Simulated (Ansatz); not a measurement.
**C3H8Si (SMILES CC(C)[SiH]) at HSE06/6-31G(d) (spherical functions)**

Aim: the energy change on altering one bond length of C3H8Si at HSE06/6-31G* (spherical functions), from 2 runs. 

Program for the calculation: Ansatz 0.2.0.

62 further runs of the same task are left out: 62 set aside as unsound or not needed.

**1. The molecule**

C3H8Si: 12 atoms, total charge 0, spin state singlet. As SMILES, `CC(C)[SiH]`. The shape is that of a PBE0-D4/def2-TZVP optimisation. This is one conformer, not always the lowest.

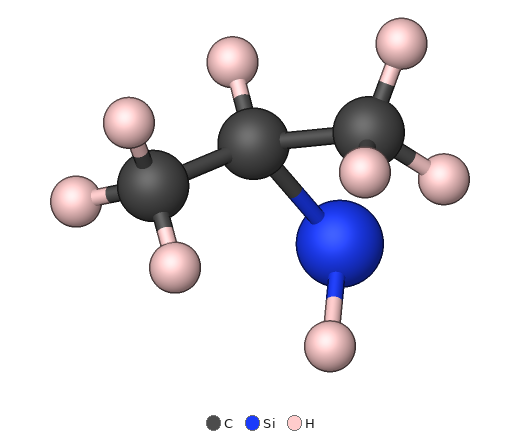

The structure, seen from a chosen angle (carbon dark grey, silicon blue, hydrogen pink).

**2. A single-point energy at HSE06/6-31G(d) (spherical functions)**

job.yaml

```yaml
crystal:
  periodic: [false, false, false]
  atoms:
    - {symbol: C, position_ang: [-0.253100, 0.907000, -1.062800]}
    - {symbol: C, position_ang: [0.097600, -0.436300, -0.460200]}
    - {symbol: C, position_ang: [0.789900, -0.357500, 0.904100]}
    - {symbol: Si, position_ang: [-1.169000, -1.505700, 0.467600]}
    - {symbol: H, position_ang: [-0.840100, 0.787500, -1.976500]}
    - {symbol: H, position_ang: [-0.850600, 1.498900, -0.364400]}
    - {symbol: H, position_ang: [0.640200, 1.486400, -1.322400]}
    - {symbol: H, position_ang: [0.694200, -1.034400, -1.150400]}
    - {symbol: H, position_ang: [0.750400, 0.645900, 1.325000]}
    - {symbol: H, position_ang: [0.284700, -1.010900, 1.698600]}
    - {symbol: H, position_ang: [1.807500, -0.747500, 0.908500]}
    - {symbol: H, position_ang: [-1.874800, -0.288600, 1.067000]}
basis:
  gaussian: {orbitals: 6-31G_st_-spherical.json}
accuracy: high
output: {orbitals: {seedname: orbitals}}
total_charge: 0
hamiltonian: {xc: {name: HSE06}}
```

The basis set 6-31G* is read from a file made from the Basis Set Exchange's data (not shown).

Command:

```
$ ansatz run job.yaml --threads 1 --pin off --max-ram 3480MiB --events-out events.jsonl --progress --plain --runs-dir runs
```

The program printed:

```text
Warning: RAYON_NUM_THREADS=1 ignored (pool sized by the plan → 1); use --threads N
Functional definition: HSE06
  name "HSE06"
  parameter a = 0.25
  parameter omega = 0.11/bohr
  exchange = pbe_x - a*pbe_x_sr(omega) + a*exact_x_sr(omega)
  correlation = pbe_c
1918 factors; integrals over basis functions are off by at most 3.9e-9 eV
112 factors; integrals over basis functions are off by at most 8.7e-10 eV
mean field evaluation 1: about -11102.2777 eV, gradient 5.1e1 eV
mean field evaluation 2: about -11093.5558 eV, gradient 7.4e1 eV
mean field evaluation 4: about -11108.7279 eV, gradient 3.2e0 eV
mean field evaluation 8: about -11109.0310 eV, gradient 1.5e-1 eV
mean field evaluation 16: about -11109.0311 eV, gradient 4.1e-5 eV
mean field -11109.03108679 eV, -408.2493624679 hartree, gradient 5.2e-8 eV, S^2 0.000000; 0 other end points of the search recorded, 0 dependent functions left out
reference -11109.03108972 eV, -408.2493625753 hartree; 20, 20 occupied and 56, 56 virtual orbitals, 1918 factors
Total energy: -11109.03108972 eV, -408.2493625753 hartree
```

Wall time 4.5 s (1 thread of Intel Xeon 6975P-C (Granite Rapids), shared host); peak memory 0.28 GiB.

**3. The distorted shape, same level**

job.yaml

```yaml
basis:
  gaussian: {orbitals: 6-31G_st_-spherical.json}
crystal:
  periodic: [false, false, false]
  atoms:
    - {symbol: C, position_ang: [-0.041357, 0.541865, -1.242623]}
    - {symbol: C, position_ang: [0.309343, -0.801435, -0.640023]}
    - {symbol: C, position_ang: [1.001643, -0.722635, 0.724277]}
    - {symbol: Si, position_ang: [-0.957257, -1.870835, 0.287777]}
    - {symbol: H, position_ang: [-0.628357, 0.422365, -2.156323]}
    - {symbol: H, position_ang: [-0.638857, 1.133765, -0.544223]}
    - {symbol: H, position_ang: [0.851943, 1.121265, -1.502223]}
    - {symbol: H, position_ang: [0.905943, -1.399535, -1.330223]}
    - {symbol: H, position_ang: [0.962143, 0.280765, 1.145177]}
    - {symbol: H, position_ang: [0.496443, -1.376035, 1.518777]}
    - {symbol: H, position_ang: [2.019243, -1.112635, 0.728677]}
    - {symbol: H, position_ang: [-1.874800, -0.288600, 1.067000]}
hamiltonian: {xc: hse06}
accuracy: high
output: {orbitals: {seedname: orbitals}}
```

The basis set 6-31G* is read from a file made from the Basis Set Exchange's data (not shown).

Command:

```
$ ansatz run job.yaml --threads 1 --pin off --max-ram 3480MiB --events-out events.jsonl --progress --plain --runs-dir runs
```

The program printed:

```text
Warning: RAYON_NUM_THREADS=1 ignored (pool sized by the plan → 1); use --threads N
Functional definition: HSE06
  name "HSE06"
  parameter a = 0.25
  parameter omega = 0.11/bohr
  exchange = pbe_x - a*pbe_x_sr(omega) + a*exact_x_sr(omega)
  correlation = pbe_c
1922 factors; integrals over basis functions are off by at most 3.8e-9 eV
112 factors; integrals over basis functions are off by at most 1.1e-9 eV
mean field evaluation 1: about -11101.4050 eV, gradient 5.1e1 eV
mean field evaluation 2: about -11091.8213 eV, gradient 7.6e1 eV
mean field evaluation 4: about -11107.9171 eV, gradient 3.5e0 eV
mean field evaluation 8: about -11108.2083 eV, gradient 1.5e-1 eV
mean field evaluation 16: about -11108.2084 eV, gradient 5.8e-5 eV
mean field -11108.20839717 eV, -408.2191291819 hartree, gradient 1.3e-8 eV, S^2 0.000000; 0 other end points of the search recorded, 0 dependent functions left out
reference -11108.20840011 eV, -408.2191292899 hartree; 20, 20 occupied and 56, 56 virtual orbitals, 1922 factors
Total energy: -11108.20840011 eV, -408.2191292899 hartree
```

Run time: 5.1 s. Hardware: 1 thread of Intel Xeon 6975P-C (Granite Rapids), shared host; peak memory 0.28 GiB.

**4. Outcome**

At HSE06/6-31G* (spherical functions):

```
                                                           quantity          value
                                          first shape: total energy  -408.24936 Eh
                                           first shape: HOMO energy       -5.61 eV
                                           first shape: LUMO energy       -1.62 eV
                                         first shape: HOMO–LUMO gap        3.98 eV
                                      distorted shape: total energy  -408.21913 Eh
                                       distorted shape: HOMO energy       -5.78 eV
                                       distorted shape: LUMO energy       -1.81 eV
                                     distorted shape: HOMO–LUMO gap        3.96 eV
energy change with the Si4–H12 bond stretched from 1.529 to 1.988 Å       0.823 eV
```

What this shows: With the Si4–H12 bond stretched from 1.529 to 1.988 Å the energy rises by 0.82 eV (79.4 kJ/mol). The first shape isn't relaxed at this level, so the change isn't measured from a minimum.
